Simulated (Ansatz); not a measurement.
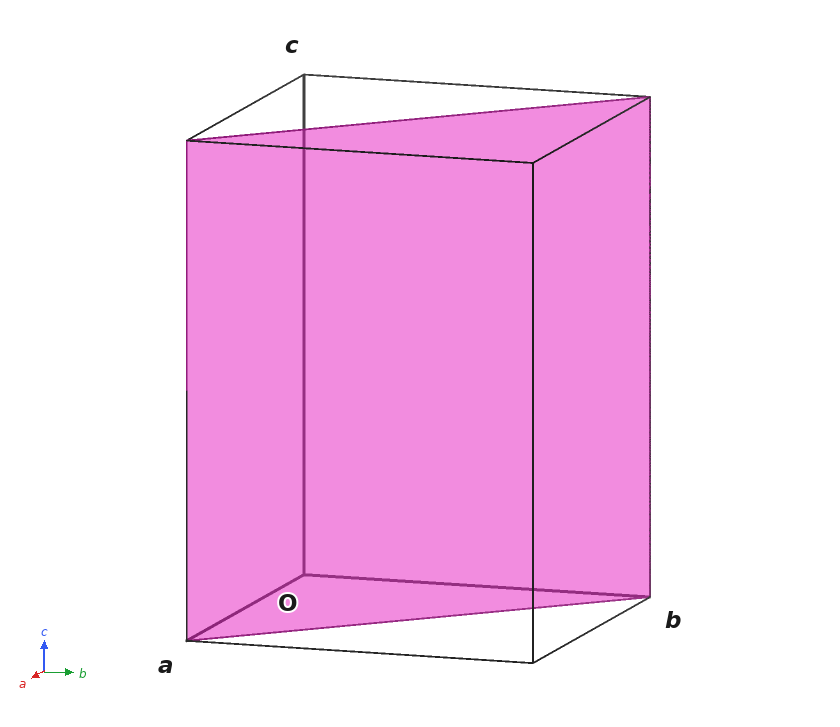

Every member of one family of equally spaced planes, hx + ky + lz = a whole number, that cuts the unit cell is shaded (one member passes through the origin O, touching the cell only at an edge or corner). Crystal: SrTlB6, the end point of a relaxation with DFT PBE, scalar-relativistic, plane waves, PAW in Ansatz 0.2.0; the starting structure was generated, so it need not be a known form of this composition. All values are computed from the atomic coordinates in the standard setting (tolerance 0.002 Å).

a = 4.392 Å, b = 4.392 Å, c = 6.123 Å, α = 90.00°, β = 90.00°, γ = 90.00°.

Which (hkl) family is drawn?

Answer. (1 1 0); the opposite sign names the same planes. The member next to the origin meets the axes a at 1, b at 1, c never.

What is the spacing?

Answer. d = 3.105 Å.

The space group is No. 123, P4/mmm. How many reflections hkl are equivalent to this one (itself included), and does it occur?

Answer. 4 reflections are equivalent in the Laue class 4/mmm. The space group allows the reflection.
